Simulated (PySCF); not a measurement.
**C$_{2}$H$_{7}$BO$_{3}$Si: density, localisation and related maps**

Input file:

```
{"job": {"kind": "uv", "xc": "B3LYP", "basis": "def2-SVPD", "ip": true, "dynamic": true}, "charge": 0, "multiplicity": 1}
O     -3.413439     0.371808     0.040041
B     -2.161689    -0.177248    -0.052693
O     -2.075703    -1.538722    -0.102723
C     -0.861592     0.668766    -0.102878
C      0.336767     0.073579    -0.199407
O      1.499331     0.748100    -0.262902
Si     3.035768     0.062186    -0.222405
H     -3.395002     1.331439     0.075616
H     -2.949411    -1.941802    -0.062408
H     -0.865577     1.764608    -0.065384
H      0.408944    -1.023720    -0.241512
H      3.343892    -0.441040     1.148375
H      3.107504    -1.069776    -1.193691
H      3.972051     1.150850    -0.600813
```

Command:

```sh
OMP_NUM_THREADS=1 python probes_run.py task.json out
```

Geometry: PBE0-D3(BJ)/def2-SVP.

All numbers below come from PySCF 2.14.0, B3LYP/def2-SVPD, SCF density, gas phase.

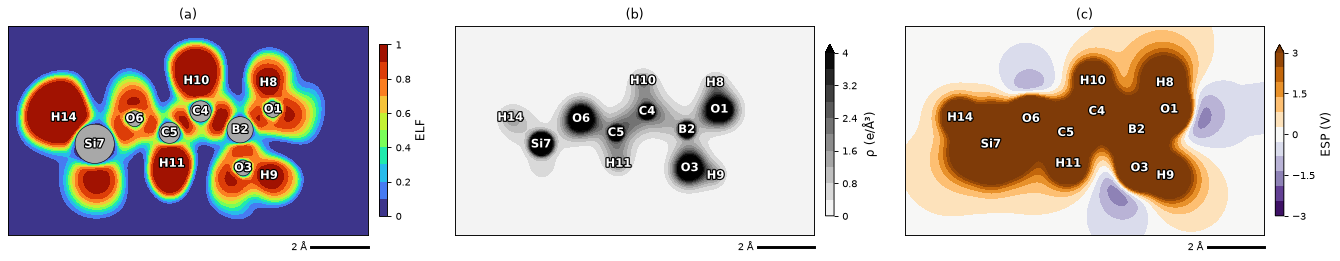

Figure 1. (a) ELF; (b) electron density; (c) molecular electrostatic potential on the plane of atoms C4, C5 and O6. Grey discs cover the atomic cores in the ELF map.

Question: What do the fields say about this system?

Answer:
- The plane passes through O, B, C, Si and H nuclei.
- C–C (1.34 Å): the density is about 2.3 e/Å³ at the midpoint; the ELF peaks at about 0.95 between the atoms; a short, multiple covalent bond.
- C–O (1.35 Å): ρ is about 2.4 e/Å³ halfway, with its minimum of 1.9 e/Å³ about 0.5 Å from C; the ELF peaks at about 0.90 between the atoms, as expected for a shared but strongly polarised pair.
- B–O (1.37 Å): ρ is about 2.1 e/Å³ halfway; the ELF peaks at about 0.90 between the atoms; a short, strongly polar bond.
- C–B (1.55 Å): the density is about 1.5 e/Å³ at the midpoint; the ELF peaks at about 1 between the atoms: a covalent bond.
- Si–O (1.68 Å): ρ is about 1 e/Å³ halfway; the ELF peaks at about 0.90 between the atoms; a polar covalent bond.
- The ELF also peaks beside O3, O1 and O6, away from the bonds: lone-pair regions.
- Outside the dense part of the molecule the potential is most negative (−1.7 V) near O3.

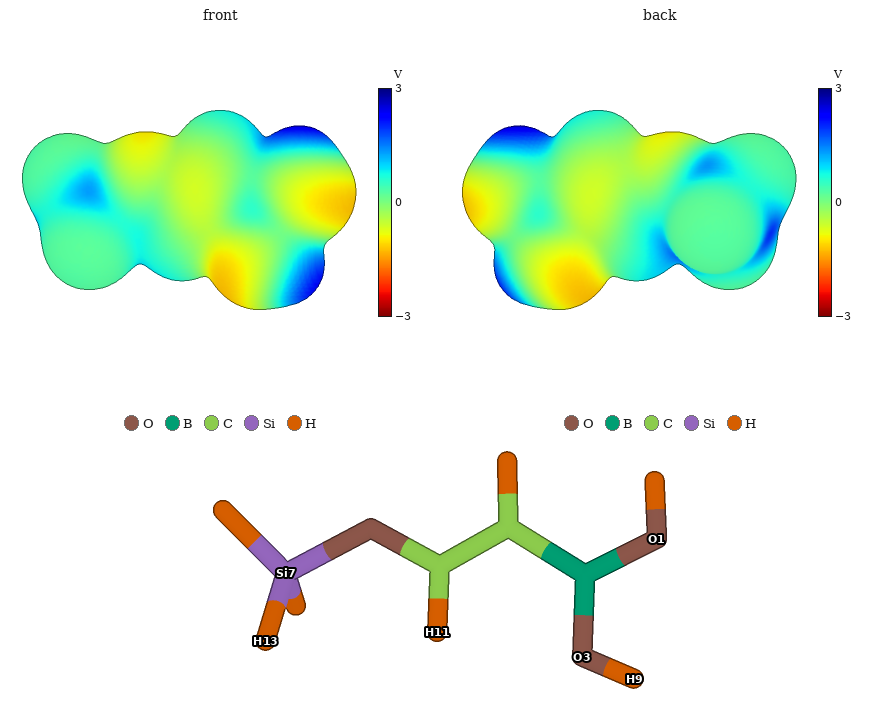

Figure 2. The electrostatic potential painted on the density surface at 0.002 e/bohr³, seen from the front and from behind; red is negative and blue positive. The bare structure is drawn below in the same view.

Question: Which sites attract a positive test charge, and which a negative one?

Answer: A positive charge is drawn to the negative regions and a negative charge to the positive ones. The most negative region (about −1.2 V, or −28 kcal/mol for a unit charge) lies over O1 and O3, the most positive (about +2.5 V, or +58 kcal/mol for a unit charge) over H8.
